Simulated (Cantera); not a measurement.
Input: 1 mol Si3N4, a varied amount of O2, 7.7 mol N2, equilibrated at 1602 °C and 10.0 mbar.

Method: chemical equilibrium by Gibbs-energy minimisation in Cantera with the NASA 1993 tables (ideal gas, pure condensed phases). Candidate condensed phases: Si, SiO2, Si2N2O, Si3N4; 16 gas species. The tables' values for SiN are old estimates; treat these amounts as uncertain. The tables hold silica as quartz up to 1696 K and as liquid above; real silica turns to tridymite and cristobalite and melts near 1996 K. The numbers say what is thermodynamically allowed, not how fast it happens.

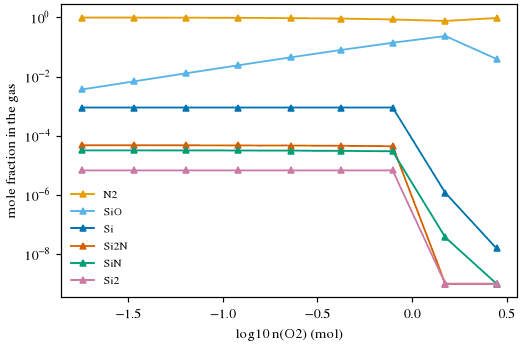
Fig. 1. Equilibrium gas composition (values under 1e-9 drawn at 1e-9)

Question: Read off the mole fractions at 0.064 mol O2.

Answer: N2 about 0.99, SiO about 0.013, Si about 0.00091, Si2N about 4.8e-5, SiN about 3.2e-5, Si2 about 6.8e-6.
